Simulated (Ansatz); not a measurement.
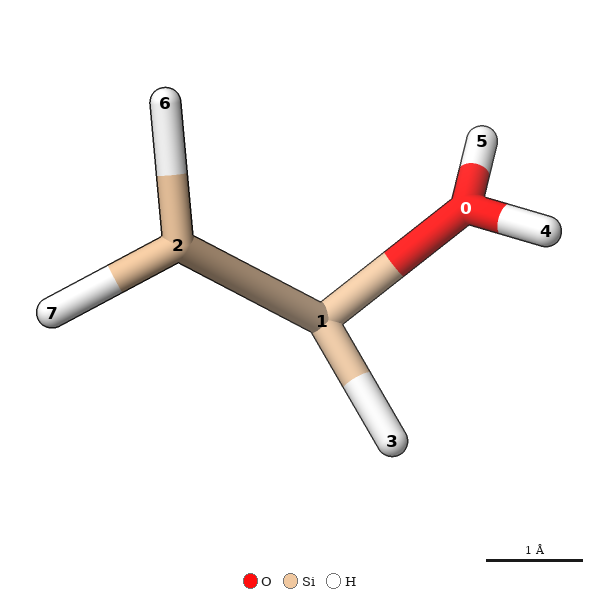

The picture shows the input geometry. Atoms are numbered from 0, in the order of the input.

Ansatz 0.2.0 input:

```yaml
crystal:
  periodic: [false, false, false]
  atoms:
    - {symbol: O, position_ang: [-0.101617, 1.498655, -0.520939]}
    - {symbol: Si, position_ang: [-1.048972, -0.061962, 0.073764]}
    - {symbol: Si, position_ang: [0.551224, -1.571327, 0.529820]}
    - {symbol: H, position_ang: [-1.875370, -0.252283, -1.166533]}
    - {symbol: H, position_ang: [-0.070649, 1.790430, -1.459738]}
    - {symbol: H, position_ang: [0.029483, 2.271044, 0.071267]}
    - {symbol: H, position_ang: [1.802997, -1.066145, 1.191027]}
    - {symbol: H, position_ang: [0.035057, -2.841006, 1.144414]}
basis:
  gaussian: {orbitals: def2-TZVP}
total_charge: 1
hamiltonian: {xc: pbe0, dispersion: d4}
relax: {f_tol: 0.005, max_steps: 200}
```

Command:

```sh
ansatz run in.yaml --threads 2 --pin off --events-out ev --progress --plain --max-ram 4352MiB
```

What the program printed (its end):

```
907 factors; their error is unknown
mean field -17867.25505820 eV, -656.6095125285 hartree, gradient 6.8e-5 eV, S^2 0.000000; 1 other end points of the search recorded, 0 dependent functions left out
the calculation of the forces begins
reference -17867.25508951 eV, -656.6095136791 hartree; 20, 20 occupied and 115, 115 virtual orbitals, 907 factors
Total energy: -17867.37203298 eV, -656.6138112724 hartree
Atom 0 at    -0.102744     1.484758    -0.509056 Å, force    -0.001418    -0.003057    -0.000136 eV/Å
Atom 1 at    -1.021721    -0.038286     0.079392 Å, force     0.000166     0.001242     0.000641 eV/Å
Atom 2 at     0.543595    -1.542935     0.539952 Å, force    -0.000820    -0.002305    -0.000339 eV/Å
Atom 3 at    -1.870726    -0.232707    -1.119360 Å, force     0.000519    -0.000343     0.000149 eV/Å
Atom 4 at    -0.009236     1.716007    -1.445346 Å, force     0.000775     0.001780    -0.000486 eV/Å
Atom 5 at    -0.047778     2.275727     0.045829 Å, force     0.000121     0.001234     0.000101 eV/Å
Atom 6 at     1.794837    -1.073634     1.181847 Å, force     0.000092     0.000302     0.000241 eV/Å
Atom 7 at     0.035927    -2.821524     1.089823 Å, force     0.000566     0.001147    -0.000172 eV/Å
Dipole moment:     0.168479     0.740754    -0.356852 e Å
```
